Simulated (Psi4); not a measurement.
# C2HCl2F (SMILES FC=C(Cl)Cl), step by step

Wanted: a structure relaxation (wB97X-D/3-21G), then the harmonic vibrations, then a single-point energy (CCSD(T)/cc-pVDZ) of C2HCl2F. 

The results are computed with Psi4 1.11.

### Step 1. The structure to begin with

C2HCl2F: 6 atoms, total charge 0, spin state singlet. As SMILES, `FC=C(Cl)Cl`. The shape is that of a PBE0-D4/def2-TZVP optimisation. The run starts from this shape.

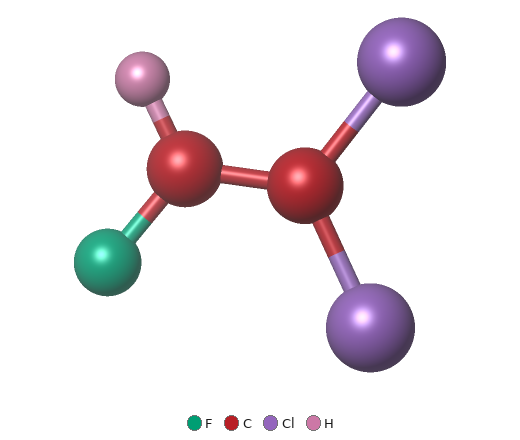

The structure, seen from a chosen angle (fluorine teal, carbon red, chlorine purple, hydrogen pink).

### Step 2. A structure relaxation at wB97X-D/3-21G (density fitting) (run 1)

run.py reads:

```python
import psi4

psi4.set_memory('1600 MB')
psi4.set_num_threads(1)
psi4.set_output_file('psi4.out', False)

geom = psi4.geometry("""
0 1
F      0.69893410    -2.74679251     1.92103889
C      0.63337951    -0.34716159     1.20768617
C     -0.47146777     0.36658797    -0.92589021
Cl    -1.89482839    -1.71430285    -2.92733695
Cl    -0.50948906     3.48709272    -1.77037102
H      1.54350940     0.95459515     2.49485422
units bohr
""")

options = {'basis': '3-21G', 'geom_maxiter': 60}
psi4.set_options(options)

E, wfn = psi4.optimize("wb97x-d", molecule=geom, return_wfn=True)
print(f'wb97x-d energy: {E:.10f} Eh')
print(geom.to_string(dtype='xyz', units='Angstrom'))
```

The run is started by

```sh
python run.py
```

psi4.out:

```text
[...]
  Running in c1 symmetry.
[...]
  Nuclear repulsion =  265.257491659886568
[...]
  Multiplicity = 1
[...]
  Nalpha       = 28
  Nbeta        = 28
[...]
    Number of basis functions: 55
[...]
   @DF-RKS iter   1: -1091.50056422966895   -6.19135e-02   4.66286e-03 DIIS/ADIIS
[...]
   @DF-RKS iter   8: -1091.54271363598696   -1.59162e-12   7.75388e-09 DIIS
[...]
    Orbital Energies [Eh]
    ---------------------
    Doubly Occupied:
       1A   -101.028895     2A   -101.024101     3A    -24.736378
       4A    -10.386110     5A    -10.367867     6A     -9.552460
       7A     -9.547511     8A     -7.311996     9A     -7.307145
      10A     -7.299342    11A     -7.298967    12A     -7.294311
      13A     -7.294240    14A     -1.348337    15A     -1.036666
      16A     -0.955300    17A     -0.881942    18A     -0.701153
      19A     -0.642867    20A     -0.610449    21A     -0.571945
      22A     -0.532594    23A     -0.494818    24A     -0.488655
      25A     -0.441279    26A     -0.427853    27A     -0.415041
      28A     -0.353416
[...]
  @DF-RKS Final Energy: -1091.54271363598696
   => Energetics <=
    Nuclear Repulsion Energy =            257.6006217900765591
    One-Electron Energy =               -2018.9014799578801558
    Two-Electron Energy =                 726.0881379962020219
    DFT Exchange-Correlation Energy =     -56.3287885229286971
    Empirical Dispersion Energy =          -0.0012049414565241
    VV10 Nonlocal Energy =                  0.0000000000000000
    Total Energy =                      -1091.5427136359869564
[...]
 Multipole Moments:
 ------------------------------------------------------------------------------------
     Multipole            Electronic (a.u.)      Nuclear  (a.u.)        Total (a.u.)
 ------------------------------------------------------------------------------------
 L = 1.  Multiply by 2.5417464519 to convert [e a0] to [Debye]
 Dipole X            :         -0.6842998            1.0132945            0.3289947
 Dipole Y            :         -0.8025929            1.0934502            0.2908573
 Dipole Z            :         -1.0114876            1.5214613            0.5099737
 Magnitude           :                                                    0.6729849
[...]
  -Total Gradient:
     Atom            X                  Y                   Z
    ------   -----------------  -----------------  -----------------
       1        0.000047463597     0.000168979468     0.000047492776
       2        0.000102901289    -0.000138132979     0.000202769199
       3       -0.000204838687     0.000065876125    -0.000379099591
       4        0.000123975736     0.000049717945     0.000208065574
       5        0.000055160587    -0.000080503939     0.000119830820
       6        0.000037648110     0.000069851986     0.000054369077
[...]
    Final optimized geometry and variables:
    Molecular point group: c1
    Full point group: C1
    Geometry (in Bohr), charge = 0, multiplicity = 1:
    F            1.312269750741    -2.912979944395     3.048432429673
    C            1.238357822392    -0.457880762217     2.306088415323
    C            0.145858949285     0.271503052696     0.190510587902
    CL          -1.340770434807    -1.904600969366    -1.899232047567
    CL           0.091054354019     3.526477516811    -0.716879576564
    H            2.142739475010     0.856634653029     3.579873010272
[...]
```

Standard output:

```text
Optimizer: Optimization complete!
wb97x-d energy: -1091.5427136360 Eh
6
0 1 C2Cl2FH
F                     0.694423246344    -1.541482601713     1.613160970050
C                     0.655310738265    -0.242300064570     1.220329435179
C                     0.077185231934     0.143673228114     0.100813861509
Cl                   -0.709505158840    -1.007871428408    -1.005030317347
Cl                    0.048183889079     1.866131535837    -0.379356334713
H                     1.133888898578     0.453311536253     1.894387214128
```

Run time: 12 s. Hardware: 1 thread of Intel Xeon 6975P-C (Granite Rapids), shared host; peak memory 0.45 GiB.

Steps, from the record of the run:

```
step  energy from the first frame kept (eV)  largest force (eV/Å)
   0                                 0.0000                2.4331
   1                                -0.1769                0.7061
   2                                -0.1845                0.0739
   3                                -0.1847                0.0224
```

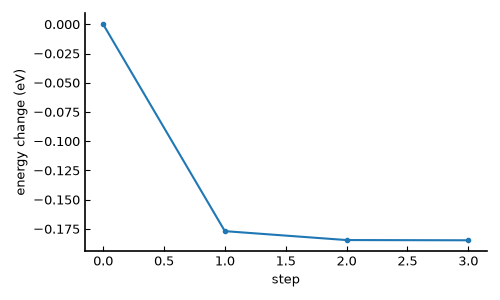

Energy along the run.

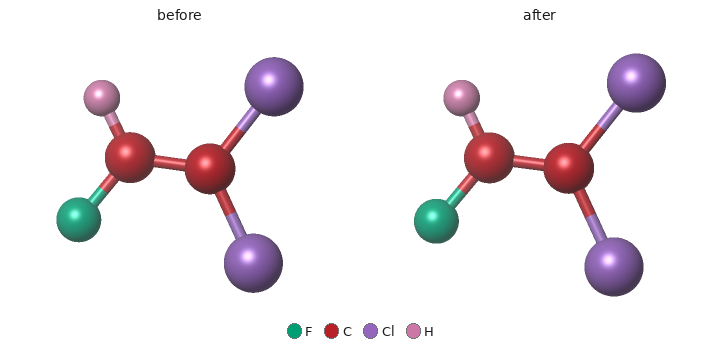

Before and after, at one scale.

After the run. Bond lengths: F1–C2 1.358 Å, C2–C3 1.318 Å, C3–Cl4 1.780 Å, C3–Cl5 1.788 Å, C2–H6 1.080 Å. Angles: F1–C2–C3 122.6°, C2–C3–Cl4 122.2°, C2–C3–Cl5 121.2°, Cl4–C3–Cl5 116.7°, F1–C2–H6 115.0°, C3–C2–H6 122.4°.

### Step 3. The harmonic vibrations at wB97X-D/3-21G (density fitting) (run 2)

run.py reads:

```python
import psi4

psi4.set_memory(1600000000)
psi4.set_num_threads(1)
psi4.set_output_file('output.dat', False)

geom = psi4.geometry("""
0 1
F
C 1 1.357837
C 2 1.317771 1 122.59277
Cl 3 1.77984 2 122.15761 1 -0.00164
Cl 3 1.78837 2 121.15263 1 179.99652
H 2 1.0804 3 122.3972 4 -179.99698
units angstrom
""")

options = {'reference': 'rks', 't': 298.15, 'rotational_symmetry_number': 1}
psi4.set_options(options)

result = psi4.frequency("wb97x-d/3-21G", molecule=geom)
print('E =', round(result, 9))
```

The run is started by

```sh
python run.py
```

output.dat, cut to the lines that bear on the results:

```text
[...]
  Running in c1 symmetry.
[...]
  Nuclear repulsion =  257.600596081388574
[...]
  Multiplicity = 1
[...]
  Nalpha       = 28
  Nbeta        = 28
[...]
    Number of basis functions: 55
[...]
   @DF-RKS iter   1: -1091.50364910867847   -3.21604e-01   4.84906e-03 ADIIS/DIIS
[...]
   @DF-RKS iter  12: -1091.54271220304349    0.00000e+00   1.71257e-09 DIIS
[...]
  @DF-RKS Final Energy: -1091.54271220304349
   => Energetics <=
    Nuclear Repulsion Energy =            257.6009367715619192
    One-Electron Energy =               -2018.9020090557655749
    Two-Electron Energy =                 726.0886717364456899
    DFT Exchange-Correlation Energy =     -56.3291068021879084
    Empirical Dispersion Energy =          -0.0012048530975896
    VV10 Nonlocal Energy =                  0.0000000000000000
    Total Energy =                      -1091.5427122030434930
[...]
 Multipole Moments:
 ------------------------------------------------------------------------------------
     Multipole            Electronic (a.u.)      Nuclear  (a.u.)        Total (a.u.)
 ------------------------------------------------------------------------------------
[...]
  -Total Gradient:
     Atom            X                  Y                   Z
    ------   -----------------  -----------------  -----------------
       1        0.000002675145     0.000255016574     0.000292423507
       2       -0.000006529044     0.000712945224     0.000284032091
       3       -0.000000172205    -0.000481832418     0.000106503658
       4        0.000000513594     0.000226731394    -0.000015086067
       5        0.000001059868     0.000100034949    -0.000081300405
       6        0.000002421223    -0.000485292542    -0.000536015501
[...]
  ==> Harmonic Vibrational Analysis <==
[...]
  Freq [cm^-1]                 191.5906            261.1236            267.3723
[...]
  IR activ [km/mol]             2.8518              1.0054              2.8699
[...]
  Freq [cm^-1]                 449.3527            473.6545            643.4843
[...]
  IR activ [km/mol]             0.4774             19.0762             31.9579
[...]
  Freq [cm^-1]                 932.2900            958.2404           1186.9810
[...]
  IR activ [km/mol]            128.9562            13.9896             84.9448
[...]
  Freq [cm^-1]                1385.1798           1787.0879           3277.3641
[...]
  IR activ [km/mol]            12.1461             15.0480              2.1367
[...]
```

On the terminal:

```text
Warning: used thermodynamics relations inappropriate for low-frequency modes: ['191.5906' '261.1236' '267.3723' '449.3527' '473.6545']
E = -1091.542713609
```

Run time: 91 s. Hardware: 1 thread of Intel Xeon 6975P-C (Granite Rapids), shared host; peak memory 0.45 GiB.

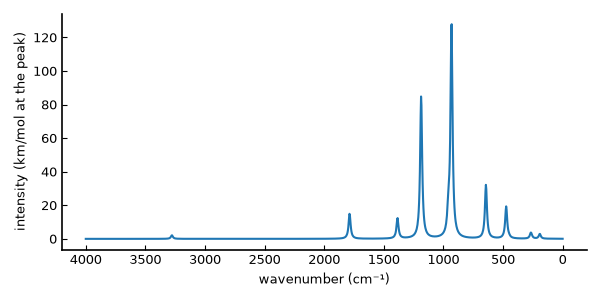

Harmonic infrared spectrum, unscaled, lines broadened by 10 cm⁻¹.

### Step 4. A single-point energy at CCSD(T)/cc-pVDZ (run 3)

job.inp reads:

```
memory 1600 MB

molecule {
  F      0.72163727    -2.81641569     1.97877569
  C      0.64772442    -0.36131564     1.23643269
  C     -0.44477350     0.36806763    -0.87914595
  Cl    -1.93140403    -1.80803704    -2.96888824
  Cl    -0.49957934     3.62304151    -1.78653574
  H      1.55210577     0.95319864     2.51021581
  units au
}

set scf_type pk
set freeze_core true

energy('ccsd(t)/cc-pVDZ')
```

The run is started by

```sh
psi4 -i job.inp -o job.out -n 1
```

job.out:

```text
[...]
  Running in c1 symmetry.
[...]
  Nuclear repulsion =  257.600619273575944
[...]
  Multiplicity = 1
[...]
  Nalpha       = 28
  Nbeta        = 28
[...]
    Number of basis functions: 83
[...]
   @RHF iter   1: -1094.66146076001633   -4.76281e-01   3.61645e-03 ADIIS/DIIS
[...]
   @RHF iter  12: -1094.71594121286148   -5.45697e-12   4.47713e-09 DIIS
[...]
    Orbital Energies [Eh]
    ---------------------
    Doubly Occupied:
       1A   -104.872126     2A   -104.865426     3A    -26.339974
       4A    -11.382457     5A    -11.371423     6A    -10.597224
       7A    -10.590672     8A     -8.064835     9A     -8.061184
      10A     -8.060997    11A     -8.058297    12A     -8.054561
      13A     -8.054464    14A     -1.648127    15A     -1.209516
      16A     -1.114685    17A     -1.039321    18A     -0.825331
      19A     -0.753325    20A     -0.711293    21A     -0.694992
      22A     -0.614864    23A     -0.579262    24A     -0.560018
      25A     -0.497873    26A     -0.485187    27A     -0.467447
      28A     -0.388037
[...]
  @RHF Final Energy: -1094.71594121286148
   => Energetics <=
    Nuclear Repulsion Energy =            257.6006192735759441
    One-Electron Energy =               -2024.7072874749869698
    Two-Electron Energy =                 672.3907269885496589
    Total Energy =                      -1094.7159412128614804
[...]
 Multipole Moments:
 ------------------------------------------------------------------------------------
     Multipole            Electronic (a.u.)      Nuclear  (a.u.)        Total (a.u.)
 ------------------------------------------------------------------------------------
 L = 1.  Multiply by 2.5417464519 to convert [e a0] to [Debye]
 Dipole X            :         -0.7382509            1.0132942            0.2750433
 Dipole Y            :         -0.6699096            1.0934503            0.4235407
 Dipole Z            :         -1.1400446            1.5214610            0.3814164
 Magnitude           :                                                    0.6328617
[...]
      * MP2 total energy                      = -1095.434023337379358
[...]
      * CCSD total energy                     = -1095.469511320200581
[...]
      * CCSD(T) total energy                  = -1095.492035837475896
[...]
```

Wall time 27 s (1 thread of Intel Xeon 6975P-C (Granite Rapids), shared host); peak memory 0.45 GiB.

### Step 5. What came out

| quantity | value |
| --- | --- |
| run 1, wB97X-D/3-21G: total energy at the end | -1091.54271 Eh |
| run 1, wB97X-D/3-21G: dipole moment | 1.71 D |
| run 1, wB97X-D/3-21G: HOMO energy | -9.62 eV |
| run 1, wB97X-D/3-21G: LUMO energy | 1.22 eV |
| run 1, wB97X-D/3-21G: HOMO–LUMO gap | 10.84 eV |
| run 1, wB97X-D/3-21G: dispersion energy | -3.16 kJ/mol |
| run 2, wB97X-D/3-21G: lowest harmonic wavenumber | 192 cm⁻¹ |
| run 2, wB97X-D/3-21G: highest harmonic wavenumber | 3277 cm⁻¹ |
| run 2, wB97X-D/3-21G: zero-point energy | 70.7 kJ/mol |
| run 2, wB97X-D/3-21G: ideal-gas entropy at 298.15 K (symmetry number 1 as used) | 75.4 cal/(mol K) |
| run 3, CCSD(T)/cc-pVDZ: total energy | -1095.49204 Eh |
| run 3, CCSD(T)/cc-pVDZ: HOMO energy (Hartree–Fock orbitals) | -10.56 eV |
| run 3, CCSD(T)/cc-pVDZ: LUMO energy (Hartree–Fock orbitals) | 3.70 eV |
| run 3, CCSD(T)/cc-pVDZ: HOMO–LUMO gap (Hartree–Fock orbitals) | 14.26 eV |
| run 3, CCSD(T)/cc-pVDZ: correlation energy (13 core orbitals frozen) | -776.1 mEh |
| run 3, CCSD(T)/cc-pVDZ: (T) correction | -22.52 mEh |
| run 3, CCSD(T)/cc-pVDZ: T1 diagnostic | 0.011 |

The optimisation (run 1, wB97X-D/3-21G) took 4 steps and changed the energy by -0.185 eV. All 12 modes (run 2, wB97X-D/3-21G) are real, so the shape is a minimum at this level. The triples (run 3, CCSD(T)/cc-pVDZ) make up 2.9 % of the correlation energy.
